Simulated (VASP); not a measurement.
# GW on SnSe2, part 2 of 5

Wanted: how far GW moves the Kohn-Sham levels of SnSe2. The cell is of the CdI2 type, one of the forms listed for this formula. The start is a cell from a database of measured crystal structures.

VASP 6.6.1, plane waves and PAW; the level of theory is named at each step.

So far. Step 2 (Relaxation): At LDA, with these data sets, the largest force is down to 0.0095 eV/Å.

## Step 3: Ground state

This step: LDA; plane waves and PAW (Sn_d_GW, Se_GW) (VASP 6.6.1).

The orbitals come from a self-consistent LDA run with a tight EDIFF and a narrow smearing. KPOINTS_OPT adds the bands along a path, which shows whether the mesh holds the band edges.

Contents of INCAR:

```
SYSTEM = SnSe2
PREC = Accurate
ENCUT = 300
EDIFF = 1E-08
NELM = 100
ISMEAR = 0
SIGMA = 0.01
LREAL = .FALSE.
ALGO = Normal
GGA = CA
NBANDS = 19
LORBIT = 11
LWAVE = .TRUE.
LCHARG = .FALSE.
KPAR = 4
```

Contents of POSCAR:

```
SnSe2
1.0
    3.8110000000      0.0000000000      0.0000000000
   -1.9055000000      3.3004228138      0.0000000000
    0.0000000000      0.0000000000      6.1360000000
Sn Se
1 2
Direct
    0.0000000000      0.0000000000      0.0000000000
    0.6666666667      0.3333333333      0.7425351585
    0.3333333333      0.6666666667      0.2574648415
```

Contents of KPOINTS:

```
Automatic mesh
0
Gamma
6 6 4
0 0 0
```

Contents of KPOINTS_OPT:

```
Line mode
12
Line-mode
Reciprocal
  0.00000000   0.00000000   0.00000000 GAMMA
  0.50000000   0.00000000   0.00000000 M

  0.50000000   0.00000000   0.00000000 M
  0.33333333   0.33333333   0.00000000 K

  0.33333333   0.33333333   0.00000000 K
  0.00000000   0.00000000   0.00000000 GAMMA

  0.00000000   0.00000000   0.00000000 GAMMA
  0.00000000   0.00000000   0.50000000 A

  0.00000000   0.00000000   0.50000000 A
  0.50000000   0.00000000   0.50000000 L

  0.50000000   0.00000000   0.50000000 L
  0.33333333   0.33333333   0.50000000 H

  0.33333333   0.33333333   0.50000000 H
  0.00000000   0.00000000   0.50000000 A

  0.50000000   0.00000000   0.50000000 L
  0.50000000   0.00000000   0.00000000 M

  0.33333333   0.33333333   0.00000000 K
  0.33333333   0.33333333   0.50000000 H
```

Potentials, in the order of the species: Sn_d_GW and Se_GW (LDA family, release 64).

Command:

```console
mpirun -np 4 vasp_std
```

Output:

```text
[banner, memory and clock lines left out]
running    4 mpi-ranks, on    1 nodes
 distrk:  each k-point on    1 cores,    4 groups
 distr:  one band on    1 cores,    1 groups

 POSCAR found type information on POSCAR SnSe
 POSCAR found :  2 types and       3 ions
 LDA part: xc-table for (Slater(with rela. corr.)+CA(PZ))
 , standard interpolation
 POSCAR, INCAR and KPOINTS ok, starting setup
 FFT: planning ... GRIDC
 FFT: planning ... GRID_SOFT
 FFT: planning ... GRID
 WAVECAR not read
 entering main loop
       N       E                     dE             d eps       ncg     rms          rms(c)
DAV:   1     0.153264134069E+03    0.15326E+03   -0.83957E+03  1257   0.359E+03
DAV:   2    -0.177229638018E+00   -0.15344E+03   -0.14811E+03  1549   0.693E+02
DAV:   3    -0.137562045477E+02   -0.13579E+02   -0.13510E+02  1452   0.112E+02
DAV:   4    -0.140450153073E+02   -0.28881E+00   -0.28834E+00  1377   0.135E+01
DAV:   5    -0.140656706704E+02   -0.20655E-01   -0.20652E-01  1613   0.382E+00    0.701E+00
DAV:   6    -0.137958663347E+02    0.26980E+00   -0.51550E-01  1472   0.215E+01    0.430E+00
DAV:   7    -0.137598059854E+02    0.36060E-01   -0.16021E-01  1256   0.462E+00    0.139E+00
DAV:   8    -0.137569543334E+02    0.28517E-02   -0.14513E-02  1250   0.310E+00    0.118E-01
DAV:   9    -0.137566902962E+02    0.26404E-03   -0.25341E-03  1242   0.102E+00    0.347E-02
DAV:  10    -0.137567050704E+02   -0.14774E-04   -0.23371E-04  1434   0.113E-01    0.127E-02
DAV:  11    -0.137567034564E+02    0.16140E-05   -0.14598E-05  1090   0.329E-02    0.630E-03
DAV:  12    -0.137567036222E+02   -0.16581E-06   -0.14929E-06  1175   0.168E-02    0.142E-03
DAV:  13    -0.137567036003E+02    0.21858E-07   -0.16605E-07  1422   0.645E-03    0.591E-04
DAV:  14    -0.137567036052E+02   -0.48904E-08   -0.17665E-08  1032   0.100E-03
   1 F= -.13756704E+02 E0= -.13756704E+02  d E =-.174204E-28
 Start KPOINTS_OPT (optional k-point list driver)
k-point batch [1-24\108]
       N       E                     dE             ncg
DAV:   1    -0.121636048266E+04   -0.12985E+05     1245
DAV:   2    -0.469482341840E+04   -0.34785E+04     1557
DAV:   3    -0.500445501319E+04   -0.30963E+03     1468
DAV:   4    -0.501118744568E+04   -0.67324E+01     1376
DAV:   5    -0.501172715321E+04   -0.53971E+00     1574
DAV:   6    -0.501173020922E+04   -0.30560E-02     1362
DAV:   7    -0.501173027089E+04   -0.61664E-04     1514
DAV:   8    -0.501173027119E+04   -0.30473E-06     1287
DAV:   9    -0.501173027120E+04   -0.93669E-08     1104
[...]
k-point batch [97-108\108]
       N       E                     dE             ncg
DAV:   1     0.748797088259E+04   -0.90753E+04      601
DAV:   2     0.571404162682E+04   -0.17739E+04      744
DAV:   3     0.554476402449E+04   -0.16928E+03      738
DAV:   4     0.554120210511E+04   -0.35619E+01      728
DAV:   5     0.554101763880E+04   -0.18447E+00      776
DAV:   6     0.554101560157E+04   -0.20372E-02      741
DAV:   7     0.554101559324E+04   -0.83333E-05      698
DAV:   8     0.554101559311E+04   -0.12895E-06      711
DAV:   9     0.554101559311E+04   -0.28112E-08      504
 writing wavefunctions
```

Elapsed: 16 s, on 4 MPI ranks of AMD EPYC 7R43, shared host; peak memory 0.51 GiB.

OUTCAR, selected parts (step 3):

```text
The static configuration has the point symmetry D_3d.

 Found     24 irreducible k-points:

   dimension x,y,z NGX =    24 NGY =   24 NGZ =   36
   dimension x,y,z NGXF=    48 NGYF=   48 NGZF=   72

   ENCUT  =  300.0 eV  22.05 Ry    4.70 a.u.   5.38  5.38  8.67*2*pi/ulx,y,z

   NELECT =      26.0000    total number of electrons

 E-fermi :   3.3288

 k-point     1 :       0.0000    0.0000    0.0000
  band No.  band energies     occupation
    ...
      9       2.7155      2.00000
     10       2.7155      2.00000
     11       2.9782      2.00000
     12       2.9782      2.00000
     13       3.2114      2.00000
     14       4.1054      0.00000
     15       6.2234      0.00000
     16       7.8551      0.00000
     17       7.8551      0.00000
     18      11.3395      0.00000
    ...

 k-point     2 :       0.1667   -0.0000    0.0000
  band No.  band energies     occupation
    ...
      9       0.6583      2.00000
     10       1.7235      2.00000
     11       1.8983      2.00000
     12       3.2420      2.00000
     13       3.2515      2.00000
     14       5.4292      0.00000
     15       6.8569      0.00000
     16       7.9377      0.00000
     17       8.2554      0.00000
     18      10.4060      0.00000
    ...

  Total       -0.5931887     -0.5931887     -0.7370201      0.0000000      0.0000000     -0.0000000
  in kB      -12.3142955    -12.3142955    -15.3001612      0.0000000      0.0000000     -0.0000000
  external PRESSURE =     -13.3095840 kB  Pullay stress =       0.0000000 kB

  energy-cutoff  :      300.00
  volume of cell :       77.18
      direct lattice vectors                 reciprocal lattice vectors
     3.811000000  0.000000000  0.000000000     0.262398321  0.151495741  0.000000000
    -1.905500000  3.300422814  0.000000000     0.000000000  0.302991482  0.000000000
     0.000000000  0.000000000  6.136000000     0.000000000  0.000000000  0.162972621

 POSITION                                       TOTAL-FORCE (eV/Angst)
 -----------------------------------------------------------------------------------
      0.00000      0.00000      0.00000         0.000000      0.000000      0.000000
      1.90550      1.10014      4.55620         0.000000     -0.000000      0.018682
     -0.00000      2.20028      1.57980        -0.000000      0.000000     -0.018682
 -----------------------------------------------------------------------------------
    total drift:                                0.000000      0.000000      0.000000

  FREE ENERGIE OF THE ION-ELECTRON SYSTEM (eV)
  ---------------------------------------------------
  free  energy   TOTEN  =       -13.7567036052 eV

  energy  without entropy=      -13.7567036052  energy(sigma->0) =      -13.75670361

 total charge
# of ion       s       p       d       f       tot
--------------------------------------------------
    1        1.027   0.988  10.179   0.036  12.229
    2        1.483   2.264   0.028   0.000   3.775
    3        1.483   2.264   0.028   0.000   3.775
--------------------------------------------------
tot          3.994   5.515  10.236   0.036  19.780

[... 4 parts as in an earlier step ...]

[... 6 further parts left out ...]
```

Numbers from this step:

```yaml
free_energy_toten: -13.76 eV
fermi_energy: 3.329 eV
pressure: -1.331 GPa
least_gap_on_mesh_and_path: 0.4742 eV
least_direct_gap_on_mesh_and_path: 0.8940 eV
```

The highest empty bands on the path are converged less tightly, to about 0.1 eV. The electronic bands at the labelled points (eV, zero at the valence-band top; v1 is the highest filled band, c1 the lowest empty one):

| point | v4 | v3 | v2 | v1 | c1 | c2 | c3 | c4 |
| --- | --- | --- | --- | --- | --- | --- | --- | --- |
| Γ | -0.63 | -0.37 | -0.37 | -0.13 | 0.76 | 2.88 | 4.51 | 4.51 |
| M | -3.10 | -2.59 | -1.48 | -0.30 | 1.07 | 3.51 | 5.08 | 5.11 |
| K | -3.65 | -3.34 | -1.76 | -1.76 | 0.96 | 6.21 | 6.21 | 6.94 |
| Γ | -0.63 | -0.37 | -0.37 | -0.13 | 0.76 | 2.88 | 4.51 | 4.51 |
| A | -0.75 | -0.75 | -0.17 | -0.17 | 2.38 | 2.77 | 4.21 | 4.21 |
| L | -2.37 | -2.07 | -0.97 | -0.78 | 0.58 | 3.90 | 4.51 | 5.68 |
| H | -4.25 | -3.79 | -0.42 | -0.42 | 2.23 | 4.25 | 4.25 | 5.77 |
| A | -0.75 | -0.75 | -0.17 | -0.17 | 2.38 | 2.77 | 4.21 | 4.21 |
| jump to L | -2.37 | -2.07 | -0.97 | -0.78 | 0.58 | 3.90 | 4.51 | 5.68 |
| M | -3.10 | -2.59 | -1.48 | -0.30 | 1.07 | 3.51 | 5.08 | 5.11 |
| jump to K | -3.65 | -3.34 | -1.76 | -1.76 | 0.96 | 6.21 | 6.21 | 6.95 |
| H | -4.25 | -3.79 | -0.42 | -0.42 | 2.23 | 4.25 | 4.25 | 5.77 |

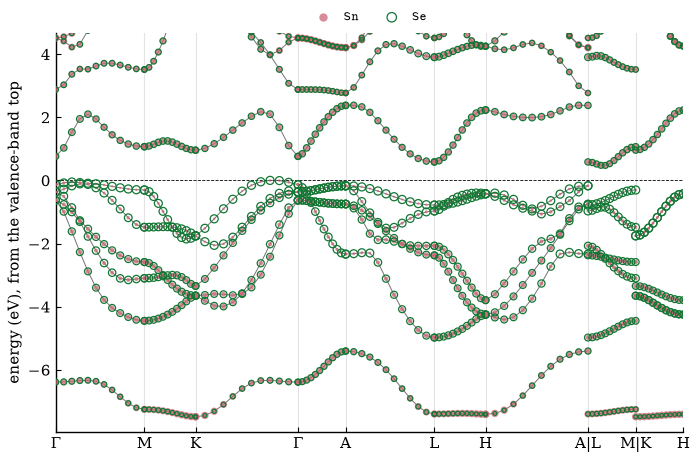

Electronic bands along the path; dots are coloured as in the legend, and their area grows with the weight.

The cell has a gap of 0.474 eV on mesh and path. Spin-orbit coupling is left out, which can shift or reorder these edges.

## Step 4: Empty bands

ALGO = Exact makes the empty bands from the converged ground state in one step. LOPTICS writes the k-derivatives of the orbitals (WAVEDER), which give the long-wavelength limit of the screening.

Contents of INCAR:

```
SYSTEM = SnSe2
PREC = Accurate
ENCUT = 300
ISMEAR = 0
SIGMA = 0.01
LREAL = .FALSE.
GGA = CA
NBANDS = 128
ALGO = Exact
NELM = 1
LWAVE = .TRUE.
LCHARG = .FALSE.
LOPTICS = .TRUE.
NEDOS = 1000
CSHIFT = 0.1
```

POSCAR is that of step 3.

KPOINTS is that of step 3.

Command:

```console
mpirun -np 4 vasp_std
```

Output:

```text
[banner, memory and clock lines left out]
running    4 mpi-ranks, on    1 nodes
 distrk:  each k-point on    4 cores,    1 groups
 distr:  one band on    1 cores,    4 groups

 POSCAR found type information on POSCAR SnSe
 POSCAR found :  2 types and       3 ions
 LDA part: xc-table for (Slater(with rela. corr.)+CA(PZ))
 , standard interpolation
 found WAVECAR, reading the header
  number of bands has changed, file:    19 present:   128
  trying to continue reading WAVECAR, but it might fail
 POSCAR, INCAR and KPOINTS ok, starting setup
 FFT: planning ... GRIDC
 FFT: planning ... GRID_SOFT
 FFT: planning ... GRID
 reading WAVECAR
 random initialization beyond band           19
 the WAVECAR file was read successfully
 initial charge from wavefunction
 entering main loop
       N       E                     dE             d eps       ncg     rms          rms(c)
DIA:   1    -0.137567036056E+02   -0.13757E+02    0.00000E+00     0   0.000E+00
   1 F= -.13756704E+02 E0= -.13756704E+02  d E =-.893908E-22
 writing wavefunctions
 optical routines
 imaginary and real dielectric function
 recalculating local potential from charge density
 direction            1
 direction            2
 direction            3
```

Wall time 17 s (4 MPI ranks); peak memory 0.91 GiB; 64 s of CPU time.

From OUTCAR (step 4):

```text
The static configuration has the point symmetry D_3d.

 Found     24 irreducible k-points:

   k-points           NKPTS =     24   k-points in BZ     NKDIM =     24   number of bands    NBANDS=    128

   NELECT =      26.0000    total number of electrons

 E-fermi :   3.3179

 k-point     1 :       0.0000    0.0000    0.0000
  band No.  band energies     occupation
    ...
      9       2.7155      2.00000
     10       2.7155      2.00000
     11       2.9783      2.00000
     12       2.9783      2.00000
     13       3.2114      2.00000
     14       4.1055      0.00000
     15       6.2235      0.00000
     16       7.8552      0.00000
     17       7.8552      0.00000
     18      11.3394      0.00000
    ...

 k-point     2 :       0.1667   -0.0000    0.0000
  band No.  band energies     occupation
    ...
      9       0.6583      2.00000
     10       1.7235      2.00000
     11       1.8983      2.00000
     12       3.2420      2.00000
     13       3.2515      2.00000
     14       5.4293      0.00000
     15       6.8570      0.00000
     16       7.9377      0.00000
     17       8.2554      0.00000
     18      10.4060      0.00000
    ...

  Total       -0.5930335     -0.5930335     -0.7376640     -0.0000000      0.0000000      0.0000000
  in kB      -12.3110733    -12.3110733    -15.3135284     -0.0000000      0.0000000      0.0000000
  external PRESSURE =     -13.3118917 kB  Pullay stress =       0.0000000 kB

 POSITION                                       TOTAL-FORCE (eV/Angst)
 -----------------------------------------------------------------------------------
      0.00000      0.00000      0.00000        -0.000000      0.000000      0.000000
      1.90550      1.10014      4.55620        -0.000000     -0.000000      0.018666
     -0.00000      2.20028      1.57980         0.000000      0.000000     -0.018666
 -----------------------------------------------------------------------------------
    total drift:                                0.000000      0.000000      0.000000

  FREE ENERGIE OF THE ION-ELECTRON SYSTEM (eV)
  ---------------------------------------------------
  free  energy   TOTEN  =       -13.7567036056 eV

  energy  without entropy=      -13.7567036056  energy(sigma->0) =      -13.75670361

 plasma frequency squared (from intraband transitions) (eV^2)
  --------------------------------------------------------------------------------------
       0.000       0.000      -0.000
       0.000       0.000       0.000
      -0.000       0.000       0.000

[... 7 parts as in an earlier step ...]

[... 5 further parts left out ...]
```

WAVECAR now holds 128 bands for 26 electrons. Its independent-particle dielectric tensor has xx, yy, zz = 16.9, 16.9, 16.3 on this mesh, which isn't tested for convergence in mesh or bands and lacks local fields.

(Continued in part 3 of 5.)

[Lines on the potential files, build, host, timing and source positions are cut from VASP's logs without a mark.]

[Logs are printed without paths, hosts, clocks, repeated set-up lines and the standing remarks that a program may print on its own settings, such as how far it seeks lower states.]

[Hosts, paths, dates, database ids (printed as entryN), source tags and the programs' standing remarks are cut or masked in the printed files.]

[Pressures printed for these runs are not shown converged in the cutoff: they can be off by several GPa and have the wrong sign.]
